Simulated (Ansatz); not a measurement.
Profile along the Lu–Lu line in Lu (hcp, Mg type)

Lu (hcp, Mg type), conventional cell a = b = 3.445 Å, c = 5.349 Å, α = β = 90.00°, γ = 120.00°. The calculation uses the primitive cell of 2 atoms, to which meshes and values per cell refer.

Fields along a shortest Lu–Lu line of a (1 -1 0 0) plane (3.45 Å), from Lu to Lu, interpolated on the slice's grid (step about 0.3 Å). Calculation: PBEsol (plane waves to 420 eV, PAW, scalar-relativistic; Ansatz, a program for electronic structure). k mesh 16×16×9. Inside the PAW spheres the values are not all-electron values, and peaks at nuclei hang on which shells count as valence. Lu is run without spin polarisation. Lu was relaxed with its symmetry unable to fall.

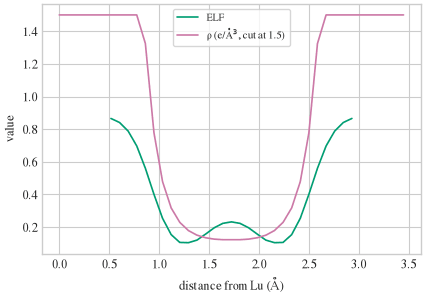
Fig. 1. ELF (away from the nuclei) and valence density from Lu to Lu.

Density on the Lu–Lu line (3.45 Å) at its midpoint: 0.12 e/Å³. ELF at that point: 0.2.
